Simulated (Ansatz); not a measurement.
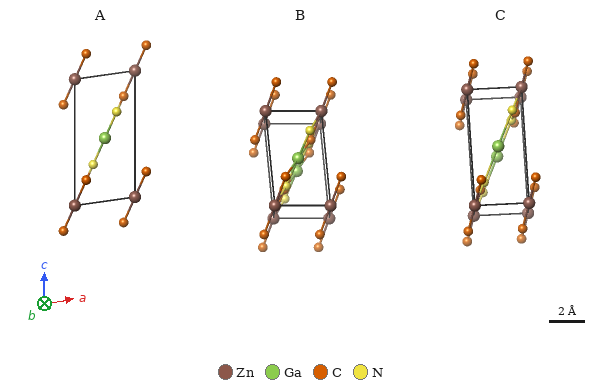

3 geometries from one relaxation of solid ZnGaC₂N₂ (a generated structure, set up in P-1) (coarse preliminary run), in shuffled order. A ball-and-stick model of the cell of the calculation, seen along the b axis.

All numbers below come from DFT PBE, scalar-relativistic, plane waves, PAW in Ansatz. (plane-wave cutoff 420 eV; k-point mesh 6 × 4 × 4; occupations gaussian; smearing width 0.1 eV; no spin polarisation; cell and atoms relaxed; force threshold 0.04 eV/Å; at most 70 steps)

> Put them in the order of the run, from the start to the converged end.

A, C, B. They are steps 0, 10, 25, at +2.818 eV per cell of the calculation, +0.823 eV per cell of the calculation relative to the last. The energy falls by 2.818 eV per cell of the calculation in 21 accepted moves (25 points after the start). Largest force component: 1.8 eV/Å at the start, 0.025 eV/Å at the end. The pressure goes from 6.32 to 0.04 GPa. The line search rejected the trial steps at points 16, 19 of the run. At 2 points the geometry stayed and the basis and grid were re-selected for the new cell (energy shift of 1.7 meV per cell of the calculation at most each time). The largest moves relative to the cell, 0.44 Å, are those of C atoms. Largest moves by element: C 0.44 Å, N 0.33 Å. Ga and Zn stay in place. Cell: a 3.627 → 3.305 Å (−8.9 %), b 4.082 → 4.054 Å (−0.7 %), c 7.569 → 5.537 Å (−26.8 %), α 75.6° → 95.4°, β 79.0° → 94.4°, γ 76.4° → 79.5°. Volume −30.6 %. Some distances before and after: C–Ga 3.582 → 2.073 Å, N–Zn 3.564 → 2.175 Å, C–Zn 1.917 → 2.070 Å, Ga–N 1.985 → 2.099 Å. Bond angles that change, for instance: Zn–C–N 180.0° → 130.8°, Ga–N–C 180.0° → 134.1°. The space group stays P-1 (No. 2).

Limits of the set-up: the k-point mesh is coarse for a cell with partly filled bands.
